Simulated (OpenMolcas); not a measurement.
# C2H5AlN2: a line through the functionals

C2H5AlN2: 10 atoms, total charge 0, spin state singlet. As SMILES, `C#[C][Al]([NH2])[NH2]`. Geometry: relaxed at PBE0-D4/def2-TZVP.

The HOMO–LUMO gap y, in eV, basis def2-SVP; a is the functional's share of exact exchange. Programs: OpenMolcas 26.06.

| functional | program | a | y (eV) |
| --- | --- | --- | --- |
| BLYP | OpenMolcas | 0 | 4.51 |
| TPSS | OpenMolcas | 0 | 4.75 |
| B3LYP | OpenMolcas | 0.2 | 6.34 |
| PBE0 | OpenMolcas | 0.25 | ? |
| BHLYP | OpenMolcas | 0.5 | 9.10 |

Question: Fit y = c + s·a to the known rows and predict PBE0.

Answer: 
1. Means of the 4 rows: a = 0.1750, y = 6.175.
2. Σ(Δa)² = 0.1675, Σ(Δa·Δy) = 1.4955, so the slope is 1.4955/0.1675 = 8.9284.
3. Intercept: 6.175 − (8.9284) × 0.1750 = 4.613. The largest residual of the fit is 0.14.
4. PBE0: 4.613 + (8.9284) × 0.25 = 6.85 eV.

The run gave 6.80 eV, so the prediction is off by +0.05 eV, within the largest residual. Exact exchange lowers occupied levels and raises empty ones. The rows mix families of semi-local functionals, which the line can't see.

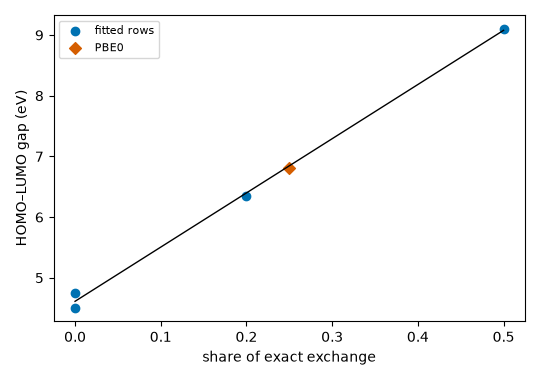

The fitted line, with the withheld row.
